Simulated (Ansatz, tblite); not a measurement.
# The cluster AsS₂+: a ladder of methods and basis sets

Aim: run the singlet of the cluster AsS₂+ at one geometry on many levels, and compare frontier levels, spin and run time.

Program: Ansatz 0.2.0, Gaussian basis. Level of theory: as each input shows. These are calculated values, not measurements.

The runs, in order: GFN1-xTB, GFN2-xTB, PBE-D4/def2-TZVP, r2SCAN-D4/def2-TZVP, r2SCANh-D4/def2-TZVP, BLYP-D4/def2-TZVP, B97M-V/def2-TZVP, B3LYP-D4/def2-TZVP, BHLYP-D4/def2-TZVP, PBE-D4/def2-SVP, PBE0-D4/def2-SVP, CCSD(T)/def2-TZVPP, MP2/def2-TZVP, RPA/def2-TZVP.

## Step 1: The relaxed structure

The singlet was relaxed beforehand with PBE0-D4/def2-TZVP. At that level it is the lowest of the isomers that a small search found.

3 atoms, charge 1, spin multiplicity 1.

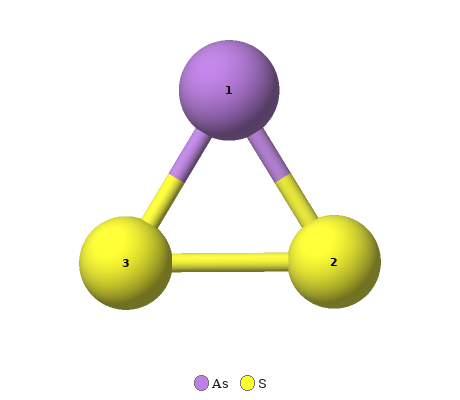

The structure; arsenic purple, sulfur yellow; atoms are numbered from 1 in the order of the file.

As a file:

```
As   -0.54867   -0.79581   -0.72547
S    -0.53067    0.28336    1.09718
S     1.07934    0.51244   -0.37171
```

The ion is computed in the gas phase, without counter-ions or solvent.

PBE0-D4/def2-TZVP was run before; its log isn't repeated, and its numbers join the tables.

## Step 2: GFN1-xTB

Tight binding, by tblite at 300 K electronic temperature and without a spin-polarisation term:

```python
tblite.interface.Calculator('GFN1-xTB', numbers, positions, charge=1, uhf=0).singlepoint()
```

Energy -250.9130 eV, HOMO -20.68 eV, LUMO -19.52 eV; 0.003 s.

## Step 3: GFN2-xTB

Tight binding, by tblite at 300 K electronic temperature and without a spin-polarisation term:

```python
tblite.interface.Calculator('GFN2-xTB', numbers, positions, charge=1, uhf=0).singlepoint()
```

Energy -229.0199 eV, HOMO -16.39 eV, LUMO -15.65 eV; 0.003 s.

## Step 4: PBE-D4/def2-TZVP

start.molden holds the orbitals of an earlier run on this state, given as this run's starting guess.

Contents of in.yaml:

```yaml
crystal:
  periodic: [false, false, false]
  atoms:
    - {symbol: As, position_ang: [-0.548669, -0.795814, -0.725472]}
    - {symbol: S, position_ang: [-0.530669, 0.283364, 1.097182]}
    - {symbol: S, position_ang: [1.079338, 0.512440, -0.371710]}
basis:
  gaussian: {orbitals: def2-TZVP, initial_orbitals: start.molden}
total_charge: 1
hamiltonian: {xc: pbe, dispersion: d4}
scf: {omitted_lower_state_checks: [starts]}
output: {orbitals: {seedname: orbitals}}
```

Launch:

```bash
> ansatz run in.yaml --threads 4 --pin off --events-out ev --progress --plain --max-ram 3916MiB
```

The runs that follow: r2SCAN-D4/def2-TZVP; r2SCANh-D4/def2-TZVP; BLYP-D4/def2-TZVP; B97M-V/def2-TZVP; B3LYP-D4/def2-TZVP; BHLYP-D4/def2-TZVP; PBE-D4/def2-SVP; PBE0-D4/def2-SVP; CCSD(T)/def2-TZVPP; MP2/def2-TZVP; RPA/def2-TZVP.

Before running them: what should the planned runs give, taken together? Wanted: gap in def2-TZVP, named functionals, smallest and largest; correlation energy, CCSD(T)/def2-TZVPP; correlation energy, MP2/def2-TZVP; PBE0 total energy, smallest basis above largest.

**Answer**, as computed:

| quantity | value |
| --- | --- |
| gap in def2-TZVP, named functionals, smallest and largest | 0.93 eV (BLYP-D4), 4.57 eV (BHLYP-D4) |
| correlation energy, CCSD(T)/def2-TZVPP | -17.22 eV |
| correlation energy, MP2/def2-TZVP | -15.58 eV |
| PBE0 total energy, smallest basis above largest | 15.42 eV (def2-SVP, def2-TZVP) |

Over the named functionals in def2-TZVP the gap runs from 0.93 eV (BLYP-D4) to 4.57 eV (BHLYP-D4); exact exchange widens it. Notes on CCSD(T)/def2-TZVPP: large T1 diagnostic.
